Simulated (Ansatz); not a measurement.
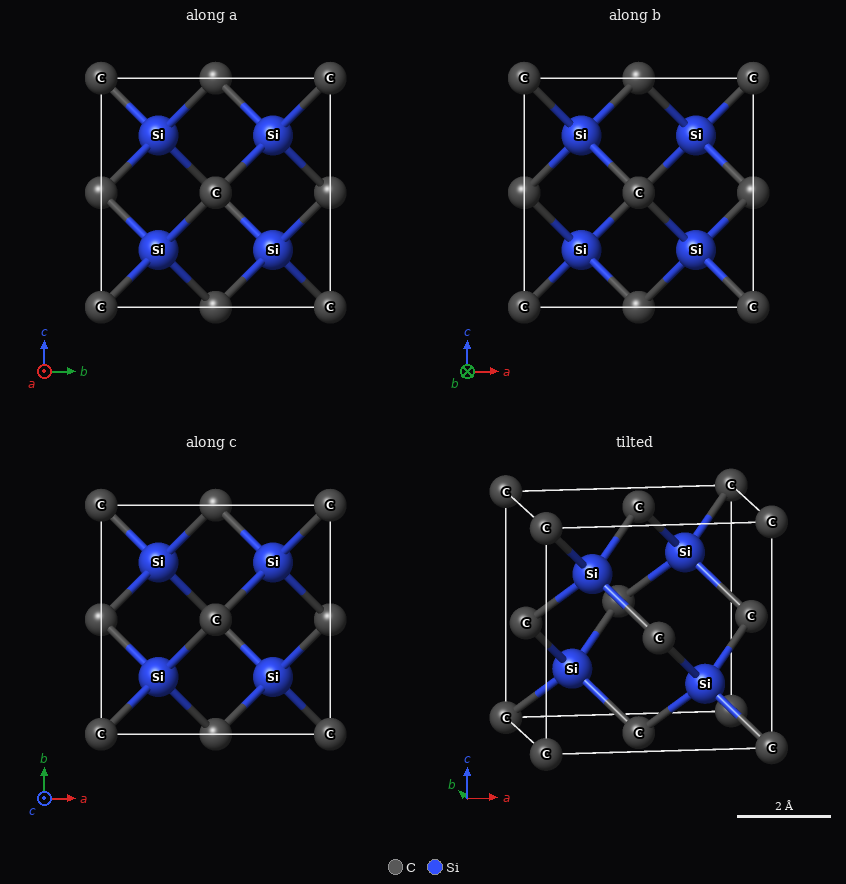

Ball-and-stick drawing of the structure, looking along the a axis, along the b axis, along the c axis and slightly off an axis. The box is the conventional unit cell; atoms on or close to its faces, edges and corners are drawn wherever they repeat.

Lattice parameters: a = 4.9398 Å, b = 4.9398 Å, c = 4.9398 Å, α = 90.000°, β = 90.000°, γ = 90.000°.

Set out the cell and atoms as a CIF in P1 with every atom of the cell.

```cif
data_structure
_symmetry_space_group_name_H-M 'P 1'
_symmetry_Int_Tables_number 1
_cell_length_a 4.9398
_cell_length_b 4.9398
_cell_length_c 4.9398
_cell_angle_alpha 90.000
_cell_angle_beta 90.000
_cell_angle_gamma 90.000
_cell_volume 120.54
loop_
_atom_site_label
_atom_site_type_symbol
_atom_site_fract_x
_atom_site_fract_y
_atom_site_fract_z
_atom_site_occupancy
C1 C 0.0000 0.0000 0.0000 1
Si1 Si 0.2500 0.2500 0.7500 1
C2 C 0.0000 0.5000 0.5000 1
Si2 Si 0.2500 0.7500 0.2500 1
C3 C 0.5000 0.0000 0.5000 1
Si3 Si 0.7500 0.2500 0.2500 1
C4 C 0.5000 0.5000 0.0000 1
Si4 Si 0.7500 0.7500 0.7500 1
```

Its origin is a structure type filled with these elements by a generator (whether the compound takes this form wasn't checked). Earlier steps of the study, as a rule a relaxation of our own, may have changed the cell and positions, so they can lie some per cent off the listed ones. It was the input of a calculation with Ansatz.

At this level of theory the run's own cell isn't at rest (stretched, at -40 GPa), so its distances can differ from those at equilibrium, the more so the softer the solid.
